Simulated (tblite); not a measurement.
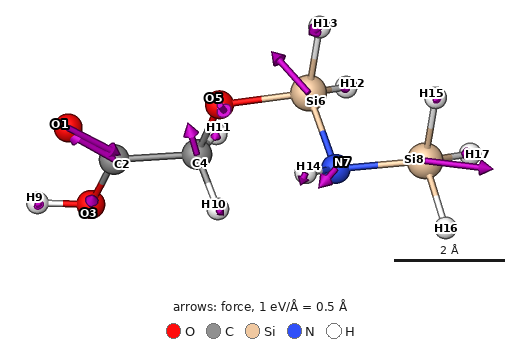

Starting geometry of C$_{2}$H$_{9}$NO$_{3}$Si$_{2}$ with the computed forces as purple arrows. Style: ball-and-stick. Shown at a tilt.

Computed with GFN2-xTB geometry optimisation, gas phase in tblite. 

What follows when this structure is relaxed?

It isn't relaxed: the largest force vector, on Si8, is 2.64 eV/Å. The final displacements have little in common with the starting forces (cosine between the two patterns 0.14). The atom that moves furthest after the best rigid fit is O1 (2.32 Å). Largest moves by element: O 2.32 Å, H 1.89 Å, C 0.91 Å, Si 0.63 Å, N 0.43 Å. Among the contacts that change: Si6–Si8 2.748 → 3.115 Å, C4–O5 1.430 → 1.378 Å, N7–Si8 1.685 → 1.730 Å, Si6–N7 1.687 → 1.723 Å. Bond angles that change, for instance: Si6–N7–Si8 109.2° → 128.9°, O5–Si6–H13 108.7° → 97.0°, C4–O5–Si6 118.0° → 129.4°. Groups turn about C4–O5 by about 100°. After 233 geometry steps the energy has fallen by 78.0 kJ/mol.
